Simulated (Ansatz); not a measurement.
# One shape, several levels: AlNH2F (SMILES [NH2][Al][F])

We compute a comparison of 4 runs (U-wB97M-V/STO-3G, UPBE/STO-3G, UPBE0/STO-3G, UMP2/STO-3G) of AlNH2F. 

The results are computed with Ansatz 0.2.0.

62 further runs of the same task are left out: 3 that didn't finish, 59 set aside as unsound or not needed.

### 1 The system as given

The species is AlNH2F (5 atoms), meant as a doublet with charge 0. As SMILES, `[NH2][Al][F]`. The H5–N1 distance was set to 2.522 Å, away from the relaxed value. At this shape a bond of the SMILES string is far longer than usual.

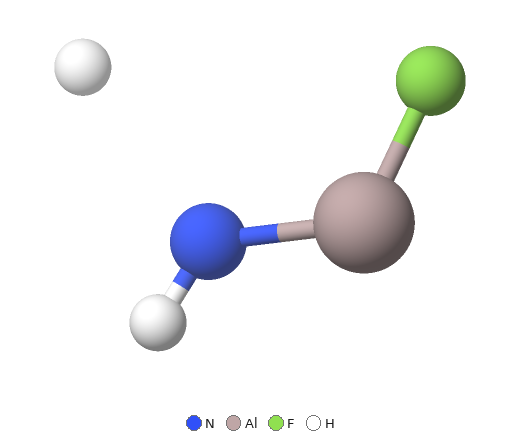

Viewed from a chosen angle; nitrogen blue, aluminium light grey, fluorine green, hydrogen white.

### 2 A single-point energy at U-wB97M-V/STO-3G (run 1)

molecule.yaml

```yaml
crystal:
  periodic: [false, false, false]
  atoms:
    - {symbol: N, position_ang: [-0.029202, 1.114596, 1.072092]}
    - {symbol: Al, position_ang: [0.987498, 0.332796, 2.285392]}
    - {symbol: F, position_ang: [1.584198, -1.171204, 1.925892]}
    - {symbol: H, position_ang: [-0.448802, 2.023896, 1.173192]}
    - {symbol: H, position_ang: [-0.621700, 0.088600, -1.154400]}
basis:
  gaussian: {orbitals: STO-3G}
magnetization: {spin_polarized: true, initial_magnetization: 1}
hamiltonian: {xc: {name: wB97M-V}}
accuracy: high
```

On the command line:

```sh
$ ansatz run molecule.yaml --threads 1 --pin off --max-ram 2610MiB --events-out events.jsonl --progress --plain --runs-dir runs
```

Log:

```text
Warning: RAYON_NUM_THREADS=1 ignored (pool sized by the plan → 1); use --threads N
Functional definition: wB97M-V
  name "wB97M-V"
  parameter omega = 0.3/bohr
  parameter cx = 0.15
  parameter cx01 = 1.007
  parameter cx10 = 0.259
  parameter css00 = 0.443
  parameter css04 = -1.437
  parameter css10 = -4.535
  parameter css20 = -3.390
  parameter css43 = 4.278
  parameter cos00 = 1.000
  parameter cos10 = 1.358
  parameter cos20 = 2.924
  parameter cos21 = -8.812
  parameter cos60 = -1.390
  parameter cos61 = 9.142
  parameter b = 6.0
  parameter c = 0.01
  gx(w, u) = 1 - cx + cx01*u + cx10*w
  gss(w, u) = css00 + css04*u^4 + css10*w + css20*w^2 + css43*w^4*u^3
  gos(w, u) = cos00 + cos10*w + (cos20 + cos21*u)*w^2 + (cos60 + cos61*u)*w^6
  exchange = spin_sum(e_x_unif_sr(omega)*gx(b97_w, b97_u_x)) + cx*exact_x_sr(omega) + exact_x_lr(omega)
  correlation = spin_sum(e_c_pw_mod_same_spin*gss(b97_w, b97_u_same))
      + integral(e_c_pw_mod_opposite_spin*gos(b97_w_opposite, b97_u_opposite)) + vv10(b, c)
376 factors; integrals over basis functions are off by at most 2.1e-8 eV
154 factors; integrals over basis functions are off by at most 6.5e-10 eV
mean field evaluation 1: about -10684.3897 eV, gradient 2.8e1 eV
mean field evaluation 2: about -10665.1218 eV, gradient 6.7e1 eV
mean field evaluation 4: about -10692.0782 eV, gradient 3.5e0 eV
mean field evaluation 8: about -10692.1685 eV, gradient 1.7e-1 eV
mean field evaluation 16: about -10692.2105 eV, gradient 3.5e-1 eV
mean field evaluation 32: about -10692.1400 eV, gradient 2.8e-1 eV
mean field -10692.22390583 eV, -392.9319810895 hartree, gradient 5.5e-8 eV, S^2 0.996651; 4 other end points of the search recorded, 0 dependent functions left out
reference -10692.22390840 eV, -392.9319811842 hartree; 16, 15 occupied and 5, 6 virtual orbitals, 376 factors
Total energy: -10692.22390840 eV, -392.9319811842 hartree
```

Run time: 36 s. Hardware: 1 thread of Arm Neoverse V1, shared host; peak memory 0.54 GiB.

### 3 A single-point energy at UPBE/STO-3G (run 2)

input.yaml

```yaml
crystal:
  periodic: [false, false, false]
  atoms:
    - symbol: N
      position_ang: [-0.029202, 1.114596, 1.072092]
    - symbol: Al
      position_ang: [0.987498, 0.332796, 2.285392]
    - symbol: F
      position_ang: [1.584198, -1.171204, 1.925892]
    - symbol: H
      position_ang: [-0.448802, 2.023896, 1.173192]
    - symbol: H
      position_ang: [-0.621700, 0.088600, -1.154400]
basis:
  gaussian: {orbitals: STO-3G}
magnetization: {spin_polarized: true, initial_magnetization: 1}
hamiltonian: {xc: {name: PBE}}
accuracy: high
```

On the command line:

```sh
$ ansatz run input.yaml --threads 1 --pin off --max-ram 2610MiB --events-out events.jsonl --progress --plain --runs-dir runs
```

Log:

```text
Warning: RAYON_NUM_THREADS=1 ignored (pool sized by the plan → 1); use --threads N
Functional definition: PBE
  name "PBE"
  parameter kappa = 0.804
  parameter beta = 0.06672455060314922
  exchange = pbe_x(kappa = kappa, mu = beta*pi^2/3)
  correlation = pbe_c(beta = beta)
376 factors; integrals over basis functions are off by at most 2.1e-8 eV
mean field evaluation 1: about -10672.5863 eV, gradient 3.4e1 eV
mean field evaluation 2: about -10576.2384 eV, gradient 9.6e1 eV
mean field evaluation 4: about -10683.5948 eV, gradient 6.0e0 eV
mean field evaluation 8: about -10683.8626 eV, gradient 3.4e-1 eV
mean field evaluation 16: about -10683.8314 eV, gradient 1.3e-4 eV
mean field evaluation 32: about -10681.6306 eV, gradient 1.0e1 eV
mean field -10683.83144125 eV, -392.6235637048 hartree, gradient 5.0e-8 eV, S^2 0.772525; 6 other end points of the search recorded, 0 dependent functions left out
reference -10683.83144334 eV, -392.6235637816 hartree; 16, 15 occupied and 5, 6 virtual orbitals, 376 factors
Total energy: -10683.83144334 eV, -392.6235637816 hartree
```

Wall time 3.6 s (1 thread of Arm Neoverse V1, shared host); peak memory 0.13 GiB.

### 4 A single-point energy at UPBE0/STO-3G (run 3)

in.yaml

```yaml
crystal:
  periodic: [false, false, false]
  atoms:
    - {symbol: N, position_ang: [-0.029202, 1.114596, 1.072092]}
    - {symbol: Al, position_ang: [0.987498, 0.332796, 2.285392]}
    - {symbol: F, position_ang: [1.584198, -1.171204, 1.925892]}
    - {symbol: H, position_ang: [-0.448802, 2.023896, 1.173192]}
    - {symbol: H, position_ang: [-0.621700, 0.088600, -1.154400]}
basis:
  gaussian: {orbitals: STO-3G}
magnetization: {spin_polarized: true, initial_magnetization: 1}
hamiltonian: {xc: pbe0}
accuracy: high
```

On the command line:

```sh
$ ansatz run in.yaml --threads 1 --pin off --max-ram 2610MiB --events-out events.jsonl --progress --plain --runs-dir runs
```

Log:

```text
Warning: RAYON_NUM_THREADS=1 ignored (pool sized by the plan → 1); use --threads N
Functional definition: PBE0
  name "PBE0"
  parameter a = 0.25
[... 2 set-up lines as earlier in the session ...]
  exchange = (1 - a)*pbe_x(kappa = kappa, mu = beta*pi^2/3) + a*exact_x
[... 1 set-up line as earlier in the session ...]
376 factors; integrals over basis functions are off by at most 2.1e-8 eV
mean field evaluation 1: about -10675.4913 eV, gradient 3.1e1 eV
mean field evaluation 2: about -10602.5813 eV, gradient 9.3e1 eV
mean field evaluation 4: about -10684.8302 eV, gradient 5.8e0 eV
mean field evaluation 8: about -10685.0715 eV, gradient 1.9e-1 eV
mean field evaluation 16: about -10685.1559 eV, gradient 1.7e-1 eV
mean field evaluation 32: about -10685.1255 eV, gradient 5.8e-1 eV
mean field -10685.15846501 eV, -392.6723309286 hartree, gradient 2.0e-8 eV, S^2 1.052461; 5 other end points of the search recorded, 0 dependent functions left out
reference -10685.15846660 eV, -392.6723309869 hartree; 16, 15 occupied and 5, 6 virtual orbitals, 376 factors
Total energy: -10685.15846660 eV, -392.6723309869 hartree
```

Wall time 5.4 s (1 thread of Arm Neoverse V1, shared host); peak memory 0.13 GiB.

### 5 The energy at UMP2/STO-3G (run 4)

in.yaml

```yaml
crystal:
  periodic: [false, false, false]
  atoms:
    - {symbol: "N", position_ang: [-0.029202, 1.114596, 1.072092]}
    - {symbol: Al, position_ang: [0.987498, 0.332796, 2.285392]}
    - {symbol: F, position_ang: [1.584198, -1.171204, 1.925892]}
    - {symbol: H, position_ang: [-0.448802, 2.023896, 1.173192]}
    - {symbol: H, position_ang: [-0.621700, 0.088600, -1.154400]}
basis:
  gaussian:
    orbitals: STO-3G
total_charge: 0
accuracy: high
magnetization:
  spin_polarized: true
  initial_magnetization: 1
correlation:
  method: mp2
  frozen_orbitals: {Al: 5, F: 1, H: 0, "N": 1}
```

On the command line:

```sh
$ ansatz run in.yaml --threads 1 --pin off --max-ram 2610MiB --events-out events.jsonl --progress --plain --runs-dir runs
```

Log:

```text
Warning: RAYON_NUM_THREADS=1 ignored (pool sized by the plan → 1); use --threads N
Functional definition: HF
  name "HF"
  exchange = exact_x
  correlation = 0
376 factors; integrals over basis functions are off by at most 2.1e-8 eV
mean field evaluation 1: about -10653.6822 eV, gradient 2.5e1 eV
mean field evaluation 2: about -10653.7200 eV, gradient 2.5e1 eV
mean field evaluation 4: about -10659.7610 eV, gradient 2.7e0 eV
mean field evaluation 8: about -10659.9189 eV, gradient 5.4e-1 eV
mean field evaluation 16: about -10661.1027 eV, gradient 2.8e-2 eV
mean field evaluation 32: about -10661.1034 eV, gradient 3.3e-8 eV
mean field evaluation 64: about -10661.2000 eV, gradient 6.4e-1 eV
mean field evaluation 96: about -10661.1557 eV, gradient 2.6e0 eV
mean field evaluation 128: about -10659.8146 eV, gradient 1.3e0 eV
mean field evaluation 160: about -10660.2581 eV, gradient 2.2e0 eV
mean field -10661.22764207 eV, -391.7928894066 hartree, gradient 1.5e-8 eV, S^2 1.765425; 11 other end points of the search recorded, 0 dependent functions left out
7 core orbitals not correlated: weight in the atoms' cores, before any rotation towards them, 1.000 or more for the frozen orbitals, at most 0.000 for the correlated occupied ones
reference -10661.22764207 eV, -391.7928894066 hartree; 9, 8 occupied and 5, 6 virtual orbitals, 376 factors
second order -1.59854996 eV of doubles, -0.00000000 eV of singles
Total energy: -10662.82619204 eV, -391.8516350341 hartree
```

Run time: 0.66 s. Hardware: 1 thread of Arm Neoverse V1, shared host.

### 6 All runs side by side

```csv
run,level,frozen core orbitals,energy (Eh),⟨S²⟩,wall time
1,U-wB97M-V/STO-3G,–,-392.931981,0.997,36 s
2,UPBE/STO-3G,–,-392.623564,0.773,3.6 s
3,UPBE0/STO-3G,–,-392.672331,1.052,5.4 s
4,UMP2/STO-3G,7,-391.851635,1.765,0.66 s
```

### 7 Results

```
                                          quantity          value
                               run 4: total energy  -391.85164 Eh
run 4: correlation energy (7 core orbitals frozen)      -58.7 mEh
          run 4: ⟨S²⟩ of the reference determinant          1.765
```

In words: Totals of different functionals can't be ranked against each other. In runs 1, 2, 3, 4 the basis is minimal, so the values are rough. Spin contamination of the reference: run 4 ⟨S²⟩ = 1.77, run 3 ⟨S²⟩ = 1.05, run 1 ⟨S²⟩ = 1.00. Where it is this large, the reference is a mixture of spin states, and values that rest on it are in doubt. All runs together took 46 s, the longest 36 s.
